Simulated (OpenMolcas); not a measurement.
# doublet SiHF− at 6 levels

Aim: a comparison of 6 runs (UHF/3-21G, UM06-L/def2-TZVPPD, UPBE/def2-TZVPPD, UPBE0/def2-TZVPPD, USVWN5/def2-TZVPPD, UTPSS/def2-TZVPPD) of doublet SiHF−. 

The calculation is run with OpenMolcas 26.06.

## Step 1: Starting point

SiHF−: 3 atoms, total charge -1, spin state doublet. SMILES of the parent species: `F[SiH]`. The shape is that of a PBE0-D4/def2-TZVP optimisation. That shape belongs to the parent species and isn't relaxed for this state.

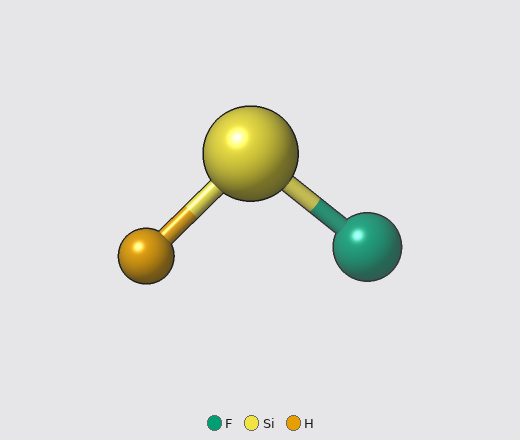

The structure, seen from a chosen angle (fluorine teal, silicon yellow, hydrogen amber).

## Step 2: The energy at UHF/3-21G (run 1)

mol.input reads:

```
&GATEWAY
BASLIB = $CurrDir
COORD
3
angstrom
F       -1.090200       0.024400      -0.602300
Si       0.186800       0.629400       0.173800
H        0.892400      -0.718600       0.415300
BASIS = 3-21G
GROUP = NoSym
&SEWARD
&SCF
UHF
CHARGE = -1
SPIN = 2
THRESHOLDS = 1e-10 1e-07 1e-07 1e-05
PRORBITALS = 1 2
```

The basis set 3-21G is read from a file made from the Basis Set Exchange's data (not shown).

Started as:

```
$ export MOLCAS_MEM=1860
$ pymolcas mol.input > mol.log
```

Standard output:

```text
--- Start Module: gateway ---
[...]
--- Stop Module: gateway /rc=_RC_ALL_IS_WELL_ ---
--- Start Module: seward ---
[...]
      Basis functions           24
--- Stop Module: seward /rc=_RC_ALL_IS_WELL_ ---
--- Start Module: scf ---
[...]
       Convergence after  17 Iterations
[...]
::    Total SCF energy                               -386.8731282867
[...]
      Total spin, S                                     0.5030977077
[...]
      Total electronic charge=   25.000000
      Total            charge=   -1.000000
[...]
      Dipole Moment (debye):
      Origin of the operator (angstrom)=   -0.3040    0.3615   -0.1284
                   X= -1.3602E+00               Y= -6.2350E-01               Z= -8.2434E-01           Total=  1.7083E+00
      Center of Charge (angstrom)
[...]
--- Stop Module: scf /rc=_RC_ALL_IS_WELL_ ---
[...]
```

It took 1.5 s on 1 thread of AMD EPYC 9R45 (Zen 5), shared host; peak memory 0.37 GiB.

## Step 3: The energy at UM06-L/def2-TZVPPD (run 2)

test.input reads:

```
* FHSi Kohn-Sham DFT
>>> EXPORT MOLCAS_PRINT=2

&GATEWAY
 BasLib
 $CurrDir
 Coord
 3
 angstrom
 F       -1.090200       0.024400      -0.602300
 Si       0.186800       0.629400       0.173800
 H        0.892400      -0.718600       0.415300
 Basis
 def2-TZVPPD
 Group
 NoSym

&SEWARD
 GridInput
 Grid=UltraFine
 End of Grid

&SCF
 UHF
 Charge
 -1
 Spin
 2
 KSDFT
 M06L
 Thresholds
 1e-10 1e-07 1e-07 1e-05
 PrOrbitals
 1
```

The basis set def2-TZVPPD is read from a file made from the Basis Set Exchange's data (not shown).

Started as:

```
$ export MOLCAS_MEM=1860
$ pymolcas test.input > test.log
```

Standard output:

```text
--- Start Module: gateway ---
[...]
--- Stop Module: gateway /rc=_RC_ALL_IS_WELL_ ---
--- Start Module: seward ---
[...]
      Basis functions          105
--- Stop Module: seward /rc=_RC_ALL_IS_WELL_ ---
[...]
--- Start Module: scf ---
[...]
       Convergence after  18 Iterations
[...]
::    Total KS-DFT energy                            -389.9769016280
[...]
      Total spin, S                                     0.5035895253
[...]
      Total electronic charge=   25.000000
      Total            charge=   -1.000000
[...]
      Dipole Moment (debye):
      Origin of the operator (angstrom)=   -0.3040    0.3615   -0.1284
                   X= -2.2213E+00               Y= -1.3123E+00               Z= -1.3789E+00           Total=  2.9254E+00
      Center of Charge (angstrom)
[...]
--- Stop Module: scf /rc=_RC_ALL_IS_WELL_ ---
[...]
```

It took 34 s on 1 thread of AMD EPYC 9R45 (Zen 5), shared host; peak memory 0.6 GiB.

## Step 4: The energy at UPBE/def2-TZVPPD (run 3)

run.input reads:

```
&gateway
  baslib=$CurrDir
  coord
  3
  angstrom
  F       -1.090200       0.024400      -0.602300
  Si       0.186800       0.629400       0.173800
  H        0.892400      -0.718600       0.415300
  basis=def2-TZVPPD
  group=NoSym

&seward
  gridinput
  Grid=UltraFine
  End of Grid

&scf
  uhf
  charge=-1
  spin=2
  ksdft=PBE
  thresholds=1e-10 1e-07 1e-07 1e-05
  prorbitals=1 1
```

The basis set def2-TZVPPD is read from a file made from the Basis Set Exchange's data (not shown).

Started as:

```
$ export MOLCAS_MEM=1860
$ pymolcas run.input > run.log
```

Standard output:

```text
--- Start Module: gateway ---
[...]
--- Stop Module: gateway /rc=_RC_ALL_IS_WELL_ ---
--- Start Module: seward ---
[...]
      Basis functions          105
--- Stop Module: seward /rc=_RC_ALL_IS_WELL_ ---
[...]
--- Start Module: scf ---
[...]
       Convergence after  21 Iterations
[...]
::    Total KS-DFT energy                            -389.7634028534
[...]
      Total spin, S                                     0.5034511616
[...]
      Total electronic charge=   25.000000
      Total            charge=   -1.000000
[...]
      Dipole Moment (debye):
      Origin of the operator (angstrom)=   -0.3040    0.3615   -0.1284
                   X= -2.1853E+00               Y= -1.1117E+00               Z= -1.3366E+00           Total=  2.7925E+00
      Center of Charge (angstrom)
[...]
--- Stop Module: scf /rc=_RC_ALL_IS_WELL_ ---
[...]
```

Wall time 29 s (1 thread of AMD EPYC 9R45 (Zen 5), shared host); peak memory 0.6 GiB.

Runs 4 to 5 aren't shown in full; the table further down has their settings and results.

## Step 5: The energy at UTPSS/def2-TZVPPD (run 6)

run.inp reads:

```
* FHSi Kohn-Sham DFT
>>> EXPORT MOLCAS_PRINT=2
&GATEWAY
BasLib=$CurrDir
Coord
3
angstrom
F       -1.090200       0.024400      -0.602300
Si       0.186800       0.629400       0.173800
H        0.892400      -0.718600       0.415300
Basis=def2-TZVPPD
Group=NoSym
&SEWARD
GridInput
Grid=UltraFine
End of Grid
&SCF
UHF
Charge=-1
Spin=2
KSDFT=2
1.0 MGGA_X_TPSS
1.0 MGGA_C_TPSS
Thresholds=1e-10 1e-07 1e-07 1e-05
PrOrbitals=1 2
```

The basis set def2-TZVPPD is read from a file made from the Basis Set Exchange's data (not shown).

Started as:

```
$ export MOLCAS_MEM=1860
$ pymolcas run.inp > run.log
```

Standard output:

```text
--- Start Module: gateway ---
[...]
--- Stop Module: gateway /rc=_RC_ALL_IS_WELL_ ---
--- Start Module: seward ---
[...]
      Basis functions          105
--- Stop Module: seward /rc=_RC_ALL_IS_WELL_ ---
[...]
--- Start Module: scf ---
[...]
       Convergence after  18 Iterations
[...]
::    Total KS-DFT energy                            -390.0362051866
[...]
      Total spin, S                                     0.5051287980
[...]
      Total electronic charge=   25.000000
      Total            charge=   -1.000000
[...]
      Dipole Moment (debye):
      Origin of the operator (angstrom)=   -0.3040    0.3615   -0.1284
                   X= -2.1767E+00               Y= -1.1987E+00               Z= -1.3415E+00           Total=  2.8239E+00
      Center of Charge (angstrom)
[...]
--- Stop Module: scf /rc=_RC_ALL_IS_WELL_ ---
[...]
```

It took 33 s on 1 thread of AMD EPYC 9R45 (Zen 5), shared host; peak memory 0.6 GiB.

## Step 6: Overview of the runs

| run | level | integration grid | energy (Eh) | HOMO energy (eV) | LUMO energy (eV) | ⟨S²⟩ | wall time |
| --- | --- | --- | --- | --- | --- | --- | --- |
| 1 | UHF/3-21G | – | -386.873128 | -0.21 | 8.76 | 0.756 | 1.5 s |
| 2 | UM06-L/def2-TZVPPD | UltraFine | -389.976902 | 2.35 | 3.50 | 0.757 | 34 s |
| 3 | UPBE/def2-TZVPPD | UltraFine | -389.763403 | 2.34 | 3.64 | 0.757 | 29 s |
| 4 | UPBE0/def2-TZVPPD | UltraFine | -389.788993 | 1.42 | 4.47 | 0.760 | 27 s |
| 5 | USVWN5/def2-TZVPPD | UltraFine | -388.214978 | 2.34 | 3.25 | 0.753 | 18 s |
| 6 | UTPSS/def2-TZVPPD | UltraFine | -390.036205 | 2.24 | 3.71 | 0.760 | 33 s |

## Step 7: Summary of results

| quantity | value |
| --- | --- |
| run 6: total energy | -390.03621 Eh |
| run 6: HOMO energy (highest over α and β) | 2.24 eV |
| run 6: LUMO energy (lowest over α and β) | 3.71 eV |
| run 6: ⟨S²⟩ | 0.760 |

Totals of different functionals can't be ranked against each other. In runs 2, 3, 4, 5, 6 the HOMO lies above zero, so the outermost electron may be held by the basis alone. All runs together took 2.4 min, the longest 34 s.
